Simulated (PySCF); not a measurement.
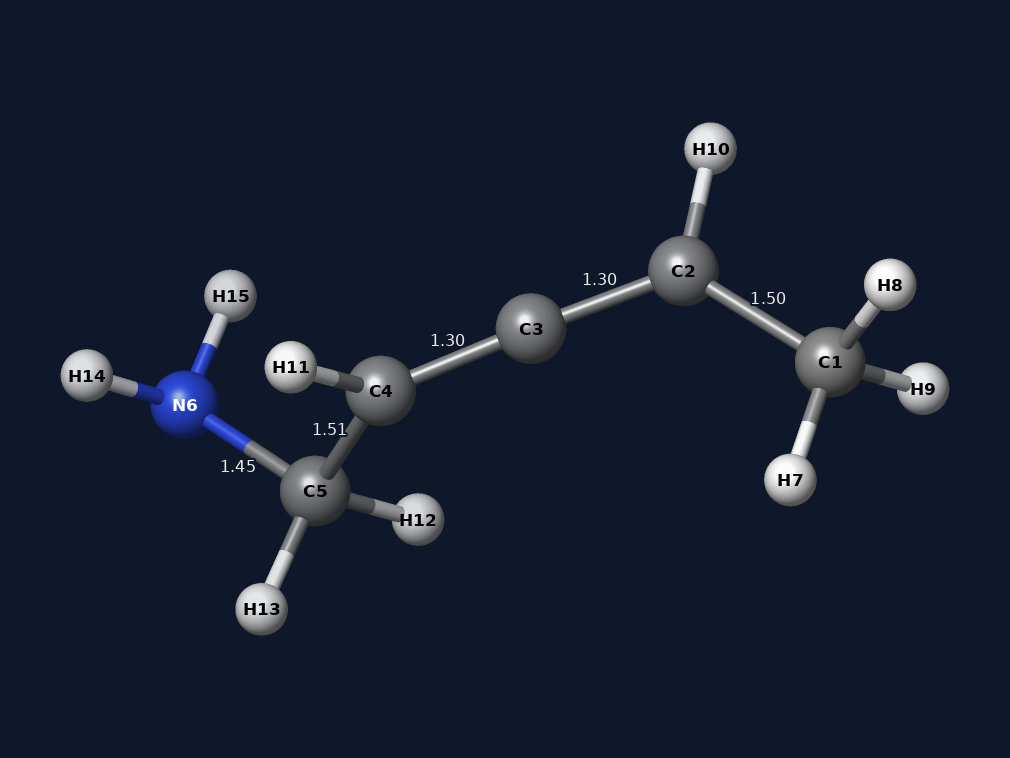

Bond lengths are marked in Å; every bond is drawn as one stick. The geometry was computed by an optimisation with GFN2-xTB. No frequency run is at hand to confirm it as a minimum.

Question: Which of the marked bonds are single, double, triple or aromatic?

Answer: C1–C2 single; C2–C3 double; C3–C4 double; C4–C5 single; C5–N6 single.

Question: Give the structure as SMILES.

Answer: CC=C=CCN
